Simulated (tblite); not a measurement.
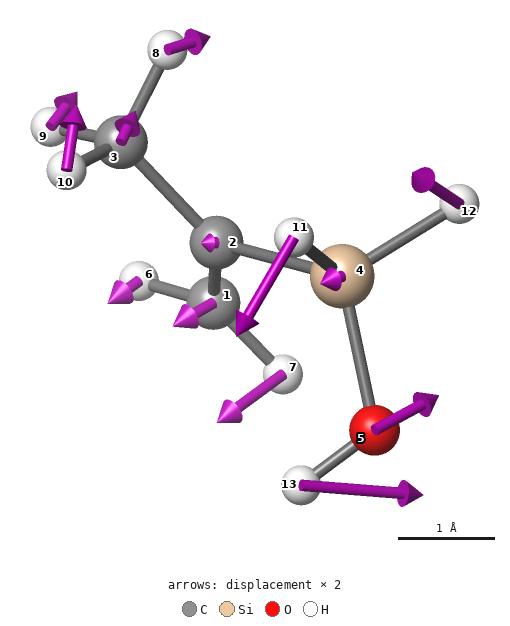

This is a relaxation of C₃H₈OSi. The starting structure is drawn; purple arrows show the displacements, magnified 2 times. The two geometries are superimposed by the best rigid fit.

A ball-and-stick model, seen from a free direction.

Computed with tblite, GFN2-xTB geometry optimisation, gas phase. 

> Atoms of which element are displaced furthest, and by how much?

Hydrogen: up to 0.72 Å, against 0.46 Å for oxygen.

> What did the optimiser do to the structure, and how much energy did it gain?

After 86 geometry steps the energy has fallen by 0.123 eV. The largest move after the best rigid fit is that of H13, 0.72 Å. By element the largest moves are H 0.72 Å, O 0.46 Å, C 0.29 Å, Si 0.16 Å. Near-neighbour distances that change, for instance: Si4–O5 1.649 → 1.626 Å, Si4–H11 1.492 → 1.469 Å, C2–Si4 1.870 → 1.892 Å, C1–H6 1.101 → 1.081 Å. Bond angles that change, for instance: O5–Si4–H12 109.8° → 101.4°, Si4–O5–H13 114.5° → 121.6°, H11–Si4–H12 109.3° → 112.7°. Groups turn about C2–Si4 by about 30°. Cost: 1.1 s on 1 thread of Intel(R) Xeon(R) Processor @ 2.50GHz (shared host).
